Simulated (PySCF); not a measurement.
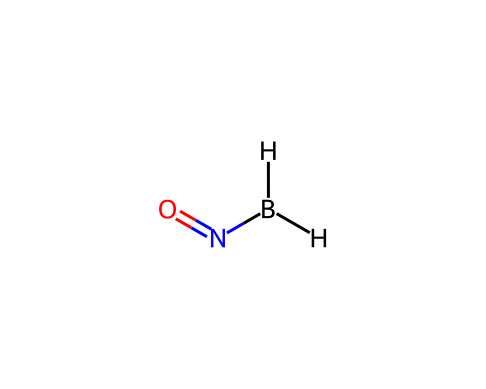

A structural formula.

Question: Give its SMILES.

Answer: BN=O

Question: What is the molecular formula?

Answer: BH2NO.

Question: An optimisation with PBE0-D3(BJ)/def2-SVP gave a structure of which point group?

Answer: C2v.

The parts below concern this one geometry. Atoms keep their numbers from picture to picture. Computed geometry: PBE0-D3(BJ)/def2-SVP optimisation. No frequency run is at hand to confirm it as a minimum.

**Dipole moment**

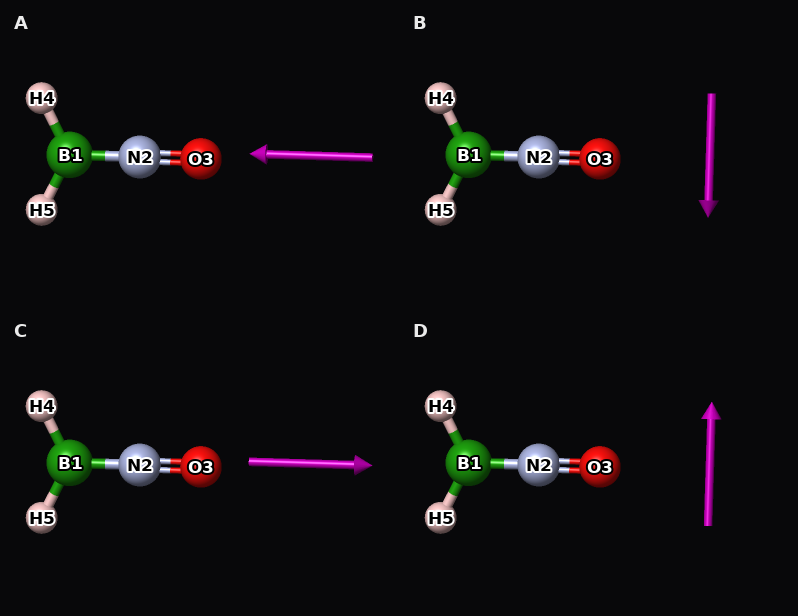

The same molecule four times, each with an arrow. No frequency run is at hand to confirm it as a minimum. Properties computed with B3LYP/pcSseg-2, gas phase (PySCF 2.14.0).

Question: Which arrow points along the dipole moment, from the negative to the positive end?

Answer: A. The dipole moment is 0.51 D; it points from the side of O3 to the side of H4, H5 (the outermost atoms at the two ends).

**Quadrupole coupling**

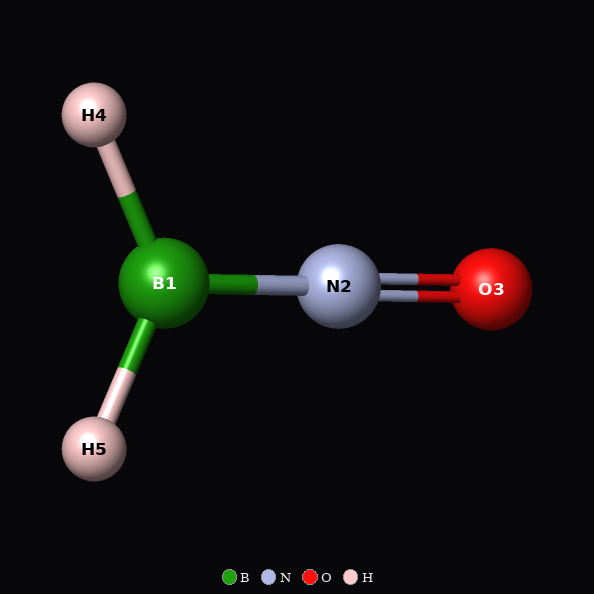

No frequency run is at hand to confirm it as a minimum. Electric field gradients from the ground-state density, PBE0/6-31G (PySCF 2.14.0), non-relativistic apart from any core potentials.

Give the largest field-gradient component, the quadrupole coupling constant and the asymmetry for 11B at B1 (Q = 40.59 mb), 14N at N2 (Q = 20.44 mb), 17O at O3 (Q = −25.6 mb).

```csv
atom,V_zz (a.u.),e²qQ/h (MHz),η
B1,−0.187,−1.79,0.49
N2,−1.190,−5.71,0.83
O3,−2.708,16.29,0.02
```

**Bond orders**

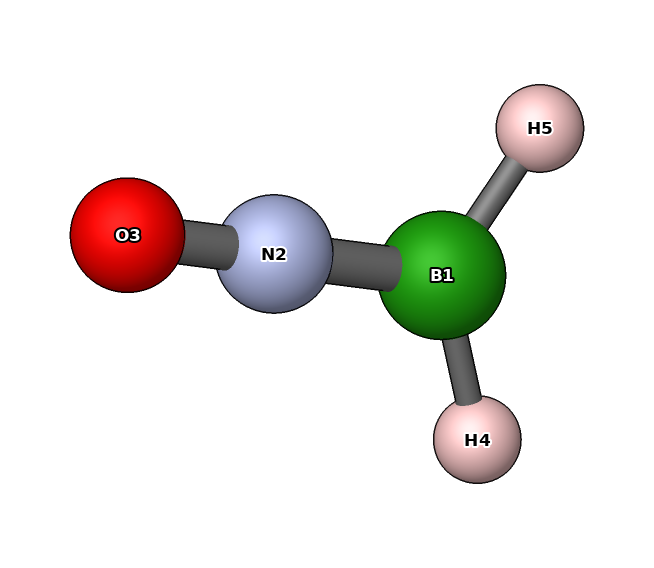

The thickness of each stick grows with its Mayer bond order. No frequency run is at hand to confirm it as a minimum. Computed with PBE0/def2-SVP (PySCF 2.14.0).

Question: Which bond has the lowest Mayer bond order?

Answer: B1–H4 and B1–H5, 0.90, at 1.205 Å.

List the Mayer bond orders of B1–N2, B1–H4, N2–O3 (one bond of each equivalent set).

```tsv
bond	Mayer order	length (Å)
B1–N2	1.76	1.333
B1–H4	0.90	1.205
N2–O3	1.72	1.165
```

**NMR shielding**

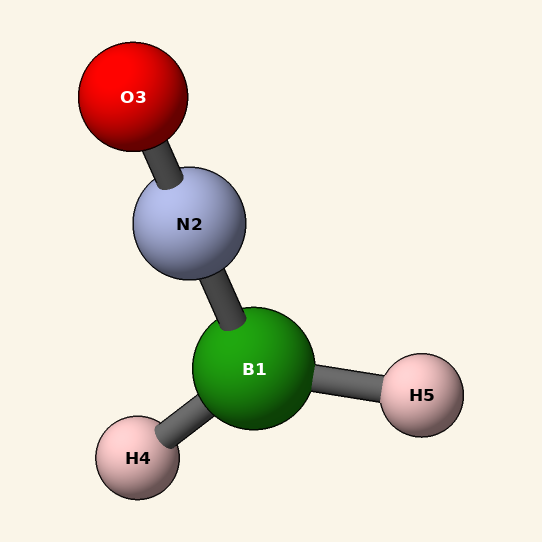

No frequency run is at hand to confirm it as a minimum. Method: GIAO CAM-B3LYP/pcSseg-2 NMR shielding, non-relativistic, gas phase (PySCF 2.14.0). Principal shieldings σ11 ≤ σ22 ≤ σ33, span Ω = σ33 − σ11, skew κ = 3(σiso − σ22)/Ω.

Give the shielding tensors of the N atoms.

| atom | σ11 | σ22 | σ33 | σiso | Ω | κ |
| --- | --- | --- | --- | --- | --- | --- |
| N2 | −2327.9 | −368.0 | −60.0 | −918.6 | 2267.8 | −0.73 |

Shieldings and span in ppm.
